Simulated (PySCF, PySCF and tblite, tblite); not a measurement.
# Bicyclo[3.1.0]hex-2-ene (C6H8): conformers and averaged spectra

Which conformers does Bicyclo[3.1.0]hex-2-ene (C6H8) (`C1=C[C@H]2C[C@H]2C1`) populate, and what do their averaged NMR parameters look like?

Programs: PySCF 2.14.0 with density-fitted response routines of our own, and tblite 0.8.0. All values are computed, except where a source is named. Atoms count from 0 throughout.

## 1. The molecule as given

14 atoms, charge 0, multiplicity 1; geometry from: MMFF94s geometry.

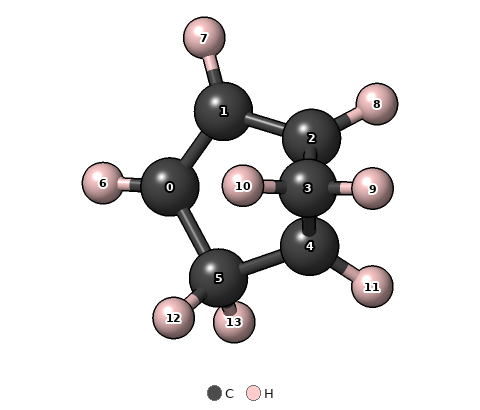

The starting geometry (carbon dark grey, hydrogen pink), atoms numbered.

## 2. GFN2-xTB relaxation, conformer 1

Job settings and geometry (Å):

```
{"job": {"xc": "GFN2-xTB", "basis": "xTB", "kind": "relax"}, "charge": 0, "multiplicity": 1}
C      1.571800     0.056700     0.115100
C      0.792000     1.146200     0.323000
C     -0.631400     0.839200     0.407200
C     -1.365800     0.306600    -0.804000
C     -0.725500    -0.657800     0.186700
C      0.686800    -1.166400    -0.008700
H      2.639800     0.058600     0.027200
H      1.189200     2.151000     0.454200
H     -1.197200     1.269100     1.224400
H     -2.451400     0.363400    -0.797100
H     -0.919500     0.419100    -1.776800
H     -1.346300    -1.260900     0.830400
H      0.806900    -1.635500    -0.976300
H      0.949900    -1.889700     0.772600
```

Command:

```console
> OMP_NUM_THREADS=1 python ens_run.py task.json out
```

One launch serves the whole session.

The program printed:

```text
step      E/eV     max force
  0    -459.14952    2.178
  1    -459.19914    1.478
  2    -459.22465    0.378
  3    -459.24083    0.475
  4    -459.26321    0.501
  5    -459.27209    0.254
  6    -459.27879    0.242
  7    -459.28531    0.321
  8    -459.29162    0.285
  9    -459.29600    0.167
 10    -459.29912    0.156
 11    -459.30186    0.164
 12    -459.30450    0.176
 13    -459.30680    0.129
 14    -459.30873    0.119
 15    -459.31045    0.116
 16    -459.31197    0.100
 17    -459.31318    0.082
 18    -459.31407    0.078
 19    -459.31477    0.076
 20    -459.31536    0.065
 21    -459.31580    0.052
 22    -459.31605    0.040
 23    -459.31605    0.040
 24    -459.31613    0.032
 25    -459.31624    0.035
 26    -459.31627    0.025
 27    -459.31632    0.035
 28    -459.31643    0.030
 29    -459.31647    0.021
 30    -459.31655    0.030
 31    -459.31662    0.039
 32    -459.31669    0.027
 33    -459.31674    0.018
 34    -459.31679    0.017
 35    -459.31683    0.023
 36    -459.31686    0.017
 37    -459.31688    0.010
 38    -459.31689    0.009
 39    -459.31690    0.011
 40    -459.31691    0.008
 41    -459.31691    0.006
 42    -459.31692    0.005
 43    -459.31692    0.007
 44    -459.31692    0.006
 45    -459.31692    0.005
 46    -459.31693    0.005
 47    -459.31693    0.005
 48    -459.31693    0.004
```

Run time: 0.35 s. Hardware: 1 thread of Arm Neoverse N1, shared host.

Gain 0.167 eV; displacement 0.10 Å root mean square.

## 3. DFT optimisation, conformer 1: PBE0-D3(BJ)/def2-SVP

Job settings and geometry (Å):

```
{"job": {"kind": "geom", "xc": "PBE0", "basis": "def2-SVP", "d3": "d3bj", "grid": 1, "maxiter": 40}, "charge": 0, "multiplicity": 1}
C      1.505925     0.082174     0.050195
C      0.787225     1.155062     0.352449
C     -0.647150     0.819775     0.492245
C     -1.286860     0.287390    -0.764289
C     -0.735745    -0.667754     0.247001
C      0.675051    -1.169723    -0.000756
H      2.565106     0.058670    -0.141053
H      1.157787     2.158030     0.474596
H     -1.252047     1.347712     1.214311
H     -2.360230     0.365525    -0.853444
H     -0.755307     0.413281    -1.695876
H     -1.415227    -1.301099     0.797409
H      0.770291    -1.672622    -0.966327
H      0.990503    -1.876896     0.771370
```

The program printed:

```text
step   0  E = -232.96458910  max force = 0.011753
step   1  E = -232.96640720  max force = 0.002311
step   2  E = -232.96642835  max force = 0.000352
step   3  E = -232.96642987  max force = 0.000608
step   4  E = -232.96643198  max force = 0.000248
optimisation converged
```

Run time: 42 s. Hardware: 1 thread of Arm Neoverse N1, shared host; peak memory 0.5 GiB.

Gain 0.050 eV; displacement 0.03 Å root mean square.

## 4. Shieldings, conformer 1: PBE0/pcSseg-1 in dimethylsulfoxide

Job settings and geometry (Å):

```
{"job": {"xc": "PBE0", "basis": "pcSseg-1", "solvent": "dimethylsulfoxide", "kind": "nmr", "pop": true}, "charge": 0, "multiplicity": 1}
C      1.593613     0.108717    -0.001868
C      0.870665     1.194418     0.303693
C     -0.576037     0.868242     0.428933
C     -1.222865     0.356399    -0.833921
C     -0.668268    -0.620174     0.157012
C      0.747290    -1.137679    -0.053040
H      2.666627     0.107489    -0.208278
H      1.268452     2.206080     0.412372
H     -1.194412     1.368749     1.179513
H     -2.311918     0.420935    -0.907998
H     -0.688337     0.516858    -1.775696
H     -1.377238    -1.240394     0.710686
H      0.859770    -1.679436    -1.008945
H      1.039420    -1.849244     0.740018
```

The program printed:

```text
coarse grid: 11480 points
cycle   1  E = -233.0218308961  dE =  9.204e-01  |g| = 3.357e-01  |ddm| = 3.321e+00
cycle   2  E = -233.0183820765  dE =  3.449e-03  |g| = 3.734e-01  |ddm| = 6.728e-01
cycle   3  E = -233.0545261382  dE = -3.614e-02  |g| = 3.153e-02  |ddm| = 3.772e-01
cycle   4  E = -233.0546842355  dE = -1.581e-04  |g| = 1.513e-02  |ddm| = 4.096e-02
cycle   5  E = -233.0547321516  dE = -4.792e-05  |g| = 5.702e-03  |ddm| = 1.614e-02
cycle   6  E = -233.0547396624  dE = -7.511e-06  |g| = 1.574e-03  |ddm| = 5.127e-03
final grid: 110224 points
cycle   7  E = -233.0915021975  dE = -3.139e-05  |g| = 7.699e-03  |ddm| = 3.269e-02
cycle   8  E = -233.0914946130  dE =  7.584e-06  |g| = 9.632e-03  |ddm| = 1.561e-02
cycle   9  E = -233.0915179116  dE = -2.330e-05  |g| = 7.526e-04  |ddm| = 8.530e-03
cycle  10  E = -233.0915180331  dE = -1.215e-07  |g| = 2.927e-04  |ddm| = 7.675e-04
cycle  11  E = -233.0915180540  dE = -2.093e-08  |g| = 6.352e-05  |ddm| = 2.827e-04
cycle  12  E = -233.0915180548  dE = -8.479e-10  |g| = 2.113e-05  |ddm| = 6.689e-05
converged SCF energy = -233.0915180548

GIAO shielding tensors (ppm)
atom      isotropic    diamagn.    paramagn.     s11        s22        s33       span
  0 C       46.962     254.672    -207.710    -66.128     58.873    148.141    214.269
  1 C       39.387     252.023    -212.637    -68.810     45.742    141.228    210.038
  2 C      158.685     251.359     -92.674    115.118    149.621    211.317     96.200
  3 C      166.565     251.883     -85.318    134.724    157.141    207.830     73.106
  4 C      168.004     250.122     -82.118    129.884    159.622    214.506     84.622
  5 C      145.503     245.043     -99.540    129.381    146.968    160.160     30.778
  6 H       25.598      29.928      -4.330     23.400     24.877     28.515      5.116
  7 H       24.964      30.132      -5.168     23.401     25.178     26.313      2.913
  8 H       29.387      30.859      -1.473     23.324     26.051     38.785     15.462
  9 H       30.353      30.074       0.280     24.933     26.354     39.772     14.839
 10 H       31.599      30.270       1.329     25.730     29.577     39.490     13.760
 11 H       29.685      30.801      -1.116     23.064     26.659     39.333     16.269
 12 H       28.821      28.435       0.387     24.380     26.883     35.201     10.821
 13 H       28.576      28.635      -0.060     23.902     26.037     35.789     11.887
```

Wall time 21 s (1 thread of Arm Neoverse N1, shared host); peak memory 0.8 GiB.

In short: HOMO -6.66 eV, LUMO 0.41 eV; dipole 0.45 D.

## 5. Single-point energy, conformer 1: PBE0/def2-TZVP in dimethylsulfoxide

The job, as its differences from that of step 4:

```diff
@@ -1,2 +1,2 @@
-{"job": {"xc": "PBE0", "basis": "pcSseg-1", "solvent": "dimethylsulfoxide", "kind": "nmr", "pop": true}, "charge": 0, "multiplicity": 1}
+{"job": {"xc": "PBE0", "basis": "def2-TZVP", "solvent": "dimethylsulfoxide", "kind": "sp"}, "charge": 0, "multiplicity": 1}
 C      1.593613     0.108717    -0.001868
```

The program printed:

```text
coarse grid: 11480 points
cycle   1  E = -233.1790335077  dE =  9.099e-01  |g| = 3.707e-01  |ddm| = 2.787e+00
cycle   2  E = -233.1690187761  dE =  1.001e-02  |g| = 4.317e-01  |ddm| = 6.989e-01
cycle   3  E = -233.2170637397  dE = -4.804e-02  |g| = 3.656e-02  |ddm| = 4.113e-01
cycle   4  E = -233.2172785025  dE = -2.148e-04  |g| = 1.862e-02  |ddm| = 4.336e-02
cycle   5  E = -233.2173511806  dE = -7.268e-05  |g| = 6.087e-03  |ddm| = 1.599e-02
cycle   6  E = -233.2173596284  dE = -8.448e-06  |g| = 1.609e-03  |ddm| = 4.814e-03
final grid: 110224 points
cycle   7  E = -233.2021202776  dE = -6.559e-05  |g| = 7.993e-03  |ddm| = 8.415e-02
cycle   8  E = -233.2021110740  dE =  9.204e-06  |g| = 1.008e-02  |ddm| = 1.546e-02
cycle   9  E = -233.2021364798  dE = -2.541e-05  |g| = 8.142e-04  |ddm| = 7.685e-03
cycle  10  E = -233.2021365970  dE = -1.172e-07  |g| = 4.174e-04  |ddm| = 7.968e-04
cycle  11  E = -233.2021366397  dE = -4.261e-08  |g| = 8.284e-05  |ddm| = 3.359e-04
cycle  12  E = -233.2021366411  dE = -1.443e-09  |g| = 2.675e-05  |ddm| = 8.004e-05
cycle  13  E = -233.2021366413  dE = -1.664e-10  |g| = 3.089e-06  |ddm| = 2.124e-05
converged SCF energy = -233.2021366413
```

Run time: 24 s. Hardware: 1 thread of Arm Neoverse N1, shared host; peak memory 0.84 GiB.

This run: HOMO -6.60 eV, LUMO 0.38 eV; dipole 0.46 D.

## 6. Couplings, conformer 1: B3LYP/6-31G*+pcJ-1

The job, as its differences from that of step 5:

```diff
@@ -1,2 +1,2 @@
-{"job": {"xc": "PBE0", "basis": "def2-TZVP", "solvent": "dimethylsulfoxide", "kind": "sp"}, "charge": 0, "multiplicity": 1}
+{"job": {"xc": "B3LYP", "basis": {"default": "6-31G*", "H": "pcJ-1"}, "nuclei": ["H", "F", "P", "Si", "B"], "kind": "j"}, "charge": 0, "multiplicity": 1}
 C      1.593613     0.108717    -0.001868
```

The program printed:

```text
coarse grid: 11480 points
cycle   1  E = -233.4028722033  dE =  8.793e-01  |g| = 4.178e-01  |ddm| = 3.281e+00
cycle   2  E = -233.3837983148  dE =  1.907e-02  |g| = 5.096e-01  |ddm| = 9.667e-01
cycle   3  E = -233.4534513320  dE = -6.965e-02  |g| = 4.059e-02  |ddm| = 5.752e-01
cycle   4  E = -233.4536935544  dE = -2.422e-04  |g| = 2.305e-02  |ddm| = 5.992e-02
cycle   5  E = -233.4538029356  dE = -1.094e-04  |g| = 1.034e-02  |ddm| = 2.846e-02
cycle   6  E = -233.4538289006  dE = -2.596e-05  |g| = 3.033e-03  |ddm| = 1.127e-02
cycle   7  E = -233.4538312706  dE = -2.370e-06  |g| = 3.127e-04  |ddm| = 2.934e-03
final grid: 110224 points
cycle   8  E = -233.4064142531  dE = -3.520e-05  |g| = 6.083e-03  |ddm| = 2.642e-02
cycle   9  E = -233.4064090095  dE =  5.244e-06  |g| = 7.646e-03  |ddm| = 1.382e-02
cycle  10  E = -233.4064243874  dE = -1.538e-05  |g| = 3.889e-04  |ddm| = 8.015e-03
cycle  11  E = -233.4064244117  dE = -2.429e-08  |g| = 2.355e-04  |ddm| = 6.021e-04
cycle  12  E = -233.4064244242  dE = -1.254e-08  |g| = 8.225e-05  |ddm| = 2.618e-04
cycle  13  E = -233.4064244258  dE = -1.575e-09  |g| = 2.800e-05  |ddm| = 9.323e-05
cycle  14  E = -233.4064244260  dE = -2.026e-10  |g| = 2.781e-06  |ddm| = 2.770e-05
converged SCF energy = -233.4064244260

Indirect spin-spin couplings (Hz)
  i      j    bonds     total        FC       PSO       DSO        SD
  6 H    7 H    3      6.251     6.787     0.363    -0.899         -
  6 H    8 H    4     -0.615     0.064     1.299    -1.979         -
  6 H   10 H    5      0.319     0.560     0.412    -0.652         -
  6 H   11 H    4      0.553     1.180     1.341    -1.968         -
  6 H   12 H    3      2.917     3.069     0.588    -0.740         -
  6 H   13 H    3      2.776     3.057     0.715    -0.996         -
  7 H    8 H    3      2.381     2.572     0.573    -0.764         -
  7 H    9 H    4     -0.415     0.063     1.061    -1.538         -
  7 H   11 H    4     -0.222     0.435     1.347    -2.004         -
  7 H   12 H    4     -3.576    -2.919     1.226    -1.883         -
  7 H   13 H    4     -3.764    -3.117     1.160    -1.808         -
  8 H    9 H    3      8.168     8.166     0.318    -0.316         -
  8 H   10 H    3      2.502     3.281     1.770    -2.549         -
  8 H   11 H    3      6.786     6.873     0.409    -0.496         -
  8 H   12 H    4      3.315     3.970     1.450    -2.105         -
  8 H   13 H    4      1.111     1.561     0.895    -1.344         -
  9 H   10 H    2     -4.731    -4.130     2.208    -2.809         -
  9 H   11 H    3      9.036     9.008     0.224    -0.196         -
  9 H   12 H    4     -1.106    -0.699     0.821    -1.228         -
  9 H   13 H    4     -1.165    -0.650     1.215    -1.731         -
 10 H   11 H    3      3.832     4.643     1.808    -2.619         -
 10 H   12 H    4     -0.457    -0.719    -0.577     0.839         -
 10 H   13 H    4     -1.436    -0.918     1.188    -1.706         -
 11 H   12 H    3      0.475     0.947     0.993    -1.465         -
 11 H   13 H    3      8.460     8.412     0.065    -0.017         -
 12 H   13 H    2    -20.530   -20.330     1.798    -1.998         -
```

It took 23 s on 1 thread of Arm Neoverse N1, shared host; peak memory 0.81 GiB.

In short: HOMO -6.12 eV, LUMO 0.61 eV; dipole 0.23 D.

## 7. Excited states, conformer 1: CAM-B3LYP/def2-SVPD in dimethylsulfoxide

The job, as its differences from that of step 6:

```diff
@@ -1,2 +1,2 @@
-{"job": {"xc": "B3LYP", "basis": {"default": "6-31G*", "H": "pcJ-1"}, "nuclei": ["H", "F", "P", "Si", "B"], "kind": "j"}, "charge": 0, "multiplicity": 1}
+{"job": {"xc": "CAM-B3LYP", "basis": "def2-SVPD", "nstates": 6, "ntriplets": 0, "solvent": "dimethylsulfoxide", "kind": "uv"}, "charge": 0, "multiplicity": 1}
 C      1.593613     0.108717    -0.001868
```

The program printed:

```text
coarse grid: 11480 points
cycle   1  E = -233.0327759928  dE =  1.094e+00  |g| = 2.591e-01  |ddm| = 7.059e+00
cycle   2  E = -233.0455342221  dE = -1.276e-02  |g| = 1.866e-01  |ddm| = 1.005e+00
cycle   3  E = -233.0544509786  dE = -8.917e-03  |g| = 3.536e-02  |ddm| = 4.448e-01
cycle   4  E = -233.0547821528  dE = -3.312e-04  |g| = 8.960e-03  |ddm| = 1.252e-01
cycle   5  E = -233.0548009649  dE = -1.881e-05  |g| = 2.866e-03  |ddm| = 2.619e-02
cycle   6  E = -233.0548031082  dE = -2.143e-06  |g| = 5.074e-04  |ddm| = 7.377e-03
final grid: 110224 points
cycle   7  E = -233.1054425254  dE = -3.546e-05  |g| = 3.037e-03  |ddm| = 9.948e-02
cycle   8  E = -233.1054431469  dE = -6.215e-07  |g| = 2.825e-03  |ddm| = 1.452e-02
cycle   9  E = -233.1054451601  dE = -2.013e-06  |g| = 1.717e-04  |ddm| = 6.104e-03
cycle  10  E = -233.1054451662  dE = -6.043e-09  |g| = 1.331e-04  |ddm| = 9.515e-04
cycle  11  E = -233.1054451706  dE = -4.435e-09  |g| = 2.173e-05  |ddm| = 2.922e-04
cycle  12  E = -233.1054451707  dE = -1.280e-10  |g| = 7.651e-06  |ddm| = 7.781e-05
converged SCF energy = -233.1054451707

Static polarisability (au): isotropic 88.638, principal 76.335 88.133 101.446

Singlet excitations
state   eV       nm        f      main configurations
  1   6.2597    198.1   0.19685   H->L 0.93
  2   6.6748    185.7   0.01439   H->L+1 0.90
  3   7.2524    171.0   0.02789   H-1->L 0.92
  4   7.3852    167.9   0.02897   H->L+2 0.82
  5   7.4738    165.9   0.00253   H->L+3 0.89
  6   7.6522    162.0   0.01654   H->L+4 0.82
```

Run time: 36 s. Hardware: 1 thread of Arm Neoverse N1, shared host; peak memory 0.9 GiB.

Key values: HOMO -7.93 eV, LUMO 1.44 eV; dipole 0.44 D; S1 6.26 eV.

## 8. The ensemble: properties at PBE0/pcSseg-1 in dimethylsulfoxide

Job settings and geometry (Å):

```
{"job": {"study": "conf", "smiles": "C1=C[C@H]2C[C@H]2C1", "search": {"seed": 604, "n_embed": 60, "ff_keep": 14, "window": 3.0, "nmax": 2, "temps": [200, 250, 298.15, 350, 400], "t_ref": 298.15, "order": 0.002, "geom": true}, "level": {"nmr": {"xc": "PBE0", "basis": "pcSseg-1", "solvent": "dimethylsulfoxide"}, "sp": {"xc": "PBE0", "basis": "def2-TZVP", "solvent": "dimethylsulfoxide"}, "j": {"xc": "B3LYP", "basis": {"default": "6-31G*", "H": "pcJ-1"}, "nuclei": ["H", "F", "P", "Si", "B"]}, "uv": {"xc": "CAM-B3LYP", "basis": "def2-SVPD", "nstates": 6, "ntriplets": 0, "solvent": "dimethylsulfoxide"}}, "kind": "conf"}, "charge": 0, "multiplicity": 1}
C      1.593613     0.108717    -0.001868
C      0.870665     1.194418     0.303693
C     -0.576037     0.868242     0.428933
C     -1.222865     0.356399    -0.833921
C     -0.668268    -0.620174     0.157012
C      0.747290    -1.137679    -0.053040
H      2.666627     0.107489    -0.208278
H      1.268452     2.206080     0.412372
H     -1.194412     1.368749     1.179513
H     -2.311918     0.420935    -0.907998
H     -0.688337     0.516858    -1.775696
H     -1.377238    -1.240394     0.710686
H      0.859770    -1.679436    -1.008945
H      1.039420    -1.849244     0.740018
```

The program printed:

```text
conformer  sym    E(xTB)   E(DFT)   G(298.15 K)  weight  dipole/D
    1     C1      0.000    0.000    0.000   1.0000    0.458

mean shielding (ppm) by class
class atoms           200 K      250 K   298.15 K      350 K      400 K
  0 C  0             46.962     46.962     46.962     46.962     46.962
  1 C  1             39.387     39.387     39.387     39.387     39.387
  2 C  2            158.685    158.685    158.685    158.685    158.685
  3 C  3            166.565    166.565    166.565    166.565    166.565
  4 C  4            168.004    168.004    168.004    168.004    168.004
  5 C  5            145.503    145.503    145.503    145.503    145.503
  6 H  6             25.598     25.598     25.598     25.598     25.598
  7 H  7             24.964     24.964     24.964     24.964     24.964
  8 H  8             29.387     29.387     29.387     29.387     29.387
  9 H  9             30.353     30.353     30.353     30.353     30.353
 10 H  10            31.599     31.599     31.599     31.599     31.599
 11 H  11            29.685     29.685     29.685     29.685     29.685
 12 H  12            28.821     28.821     28.821     28.821     28.821
 13 H  13            28.576     28.576     28.576     28.576     28.576
```

It took 1.8 min on 1 thread of Arm Neoverse N1, shared host. This counts the runs that the step sums up.

The search (ETKDG, MMFF94s, GFN2-xTB) embedded 60 structures, kept 1 distinct ones after the force field and 1 after xTB; 1 was carried on (window 3.0 kcal/mol at the search's own energies). Energies: PBE0/def2-TZVP in dimethylsulfoxide with D3(BJ).

Conformer by conformer (298 K):

| no. | group | mirror pair | ΔE xTB | ΔE DFT | ΔG | weight (%) | μ (D) | A, B, C (GHz) |
| --- | --- | --- | --- | --- | --- | --- | --- | --- |
| 1 | C1 | no | 0.00 | 0.00 | 0.00 | 100.0 | 0.46 | 6.35, 4.53, 3.22 |

Energies in kcal/mol. ΔG holds xTB vibrations and rotation, symmetry numbers and mirror pairs.

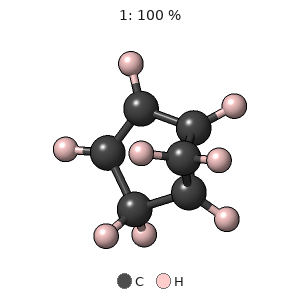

The one conformer.

Shifts against references run at the same level (1H TMS 31.24, 13C TMS 185.5 ppm of shielding), by class of atoms, at 298 K:

| atoms | environment | average |
| --- | --- | --- |
| C1 | alkene CH | 146.1 |
| C0 | alkene CH | 138.5 |
| C5 | allylic sp3 CH2 | 40.0 |
| C2 | three-membered-ring carbon | 26.8 |
| C3 | three-membered-ring carbon | 18.9 |
| C4 | three-membered-ring carbon | 17.5 |
| H7 | hydrogen on an alkene CH | 6.28 |
| H6 | hydrogen on an alkene CH | 5.64 |
| H13 | hydrogen on an allylic sp3 CH2 | 2.66 |
| H12 | hydrogen on an allylic sp3 CH2 | 2.42 |
| H8 | hydrogen on a three-membered-ring carbon | 1.85 |
| H11 | hydrogen on a three-membered-ring carbon | 1.55 |
| H9 | hydrogen on a three-membered-ring carbon | 0.89 |
| H10 | hydrogen on a three-membered-ring carbon | -0.36 |

Couplings (Hz, B3LYP/6-31G*+pcJ-1; one pair named for each class), from conformers that hold 100 % of the weight:

```csv
pair,bonds,average
H12–H13,2,-20.5
H9–H10,2,-4.7
H9–H11,3,9.0
H11–H13,3,8.5
H8–H9,3,8.2
H8–H11,3,6.8
H6–H7,3,6.2
H10–H11,3,3.8
H6–H12,3,2.9
H6–H13,3,2.8
H7–H13,4,-3.8
H7–H12,4,-3.6
H8–H12,4,3.3
H10–H13,4,-1.4
H9–H13,4,-1.2
H8–H13,4,1.1
H9–H12,4,-1.1
H6–H8,4,-0.6
```

Effective distances for nuclear Overhauser effects, ⟨r⁻⁶⟩^(−1/6) over all pairs of two classes (Å): H12···H13 1.77; H9···H10 1.84; H11···H13 2.49; H9···H11 2.50; H8···H9 2.55; H6···H7 2.60; H6···H12 2.66; H8···H11 2.66.

Lowest and brightest singlet by conformer (CAM-B3LYP/def2-SVPD in dimethylsulfoxide): no. 1 6.26 and 6.26 eV.

## 9. Summary of results

| quantity | value |
| --- | --- |
| conformers | 1; the first in weight is no. 1 (C1), 100 % at 298 K |
| root-mean-square dipole | 0.46 D |
| averaged 13C shifts (PBE0/pcSseg-1 in dimethylsulfoxide) | 146.1, 138.5, 40.0, 26.8, 18.9, 17.5 ppm |
| averaged 1H shifts (PBE0/pcSseg-1 in dimethylsulfoxide) | 6.28, 5.64, 2.66, 2.42, 1.85, 1.55, 0.89, -0.36 ppm |

The search found one conformer in the window, so the averages are its own values.
